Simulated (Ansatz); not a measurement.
# C2H4Li (charge −1): what the fields show

| atom | x (Å) | y (Å) | z (Å) |
| --- | --- | --- | --- |
| C | -0.4691 | -1.4192 | -1.0815 |
| C | 0.4665 | -0.4272 | -1.1225 |
| Li | -1.0122 | -2.4722 | 0.6193 |
| H | -1.4751 | -3.3594 | 2.0323 |
| H | -0.9009 | -1.5806 | -2.1046 |
| H | 1.0197 | -0.1053 | -0.2159 |
| H | 0.7647 | 0.1447 | -2.0344 |

Geometry: BLYP-D3(BJ)/def2-SVPD.

Computed with Ansatz, isolated molecule in a Gaussian basis; Kohn-Sham density functional theory, functional PBE0.

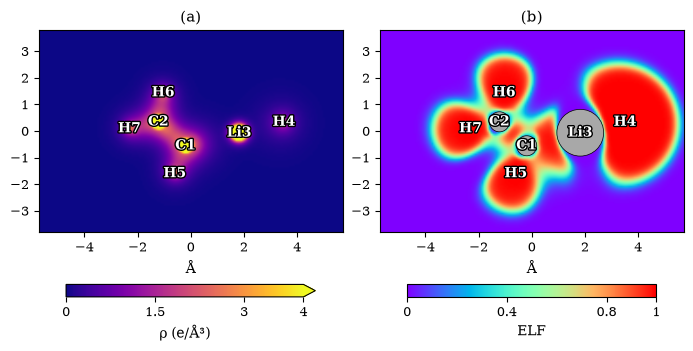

Figure 1. (a) electron density; (b) electron localisation function on the molecular plane. Grey discs cover the atomic cores in the ELF map.

**What do the fields say about this system?**

- The plane passes through C, Li and H nuclei.
- C–C (1.36 Å): ρ is about 2.2 e/Å³ halfway; the ELF peaks at about 0.90 between the atoms; localised, covalent bonding.
- C–Li (2.07 Å): ρ at the midpoint is about 0.42 e/Å³; the ELF peaks at about 1 in the valence shell of C, 0.9 Å from its nucleus, and is about 0.95 at the midpoint.
- C–H (1.11 Å): ρ is about 1.9 e/Å³ halfway; the ELF climbs to about 1 towards the hydrogen, as it does in any bond to H (a covalent bond by its length).
- Li–H (1.73 Å): ρ is about 0.21 e/Å³ halfway; the ELF climbs to about 1 towards the hydrogen.

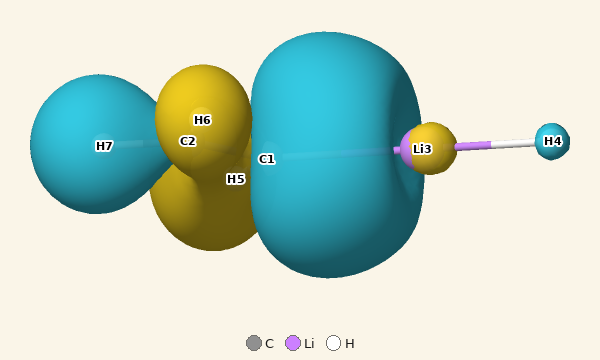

Figure 2. The HOMO−1 at ±0.08 Å⁻³ᐟ² (yellow and cyan are the two phases), seen from one side.

**Describe this orbital and give its energy.**

It lies mainly on C1 (about 60 %), Li3 (about 10 %), C2 (about 10 %) and H5 (about 10 %); it is symmetric in the molecular plane (an in-plane orbital: σ, lone-pair or in-plane π type). Its energy is −1.37 eV.

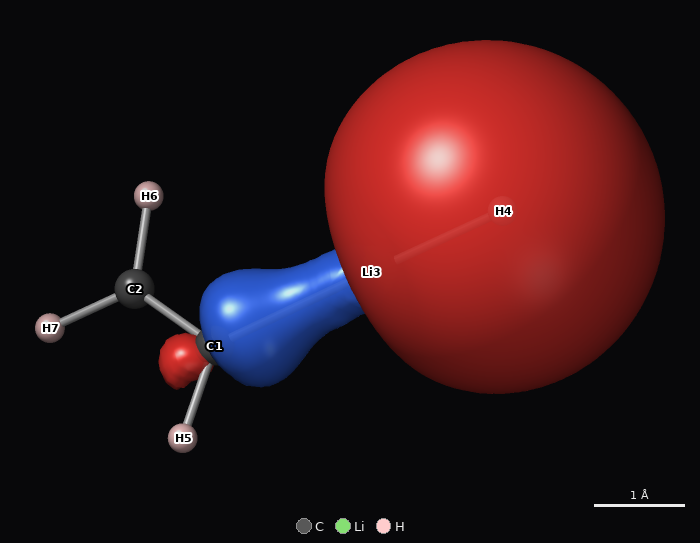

Figure 3. The HOMO at ±0.06 Å⁻³ᐟ² (blue and red are the two phases), seen at a tilt.

**What is the character of this orbital?**

Its weight (Hirshfeld) is mainly on H4 (about 70 %) and Li3 (about 25 %); it is symmetric in the molecular plane (an in-plane orbital: σ, lone-pair or in-plane π type). Its energy is −0.99 eV.
